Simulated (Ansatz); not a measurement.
Relaxed ZnS (wurtzite):

```
CELL_PARAMETERS angstrom
      3.78216     0.00000     0.00000
     -1.89108     3.27544     0.00000
      0.00000     0.00000     6.20766
ATOMIC_POSITIONS crystal
  Zn 0.66667 0.33333 0.99968
  Zn 0.33333 0.66667 0.49968
  S  0.66667 0.33333 0.62552
  S  0.33333 0.66667 0.12552
```

In each cell atom 4 (S, nearest neighbour Zn at 2.319 Å; its periodic images, 3.8 Å or more away, move with it) moves by s·(1.000, 0.000, 0.000) (along Cartesian x), the rest being held.

Computed with PBEsol (plane waves to 420 eV, PAW, scalar-relativistic; Ansatz, a quantum-chemistry and plane-wave program). k mesh 8×8×5 (Γ-centred), Fermi-Dirac smearing 0.05 eV. The energy includes the smearing's −TS. F∥ is the force on the atom along that direction. ZnS was relaxed with its symmetry unable to fall. The zero of ΔE is the undisplaced structure.

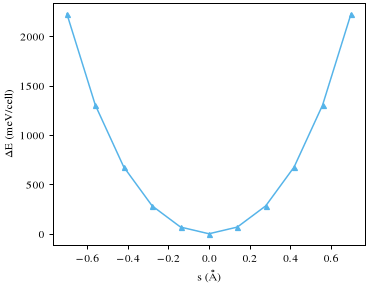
ΔE (meV/cell) against s (Å); markers are the computed points, lines only join them.

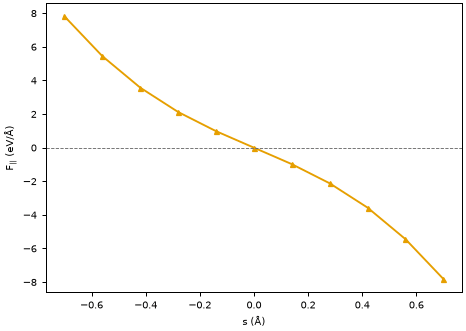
Fig. 1. F∥ (eV/Å) against s (Å); computed points joined by lines.

The force along the line at s = -0.700 Å is 7.81 eV/Å. The force constant k = d²E/ds² at s = 0 (finite differences) is 6.82 eV/Å². Shape of the curve: a single well with its minimum at or next to zero displacement. Symmetry of the curve: even: the same for both signs. Harmonic estimate at the end of the scan: ½ks² = 1672 meV/cell against the computed 2225 meV/cell, so the well is stiffer than harmonic there.

With its periodic images moving along, the atom's site symmetry in this cell is 3m..

(A displaced cell: forces are minus the slopes of the energy, force constants its curvatures, and phonons follow from these.)
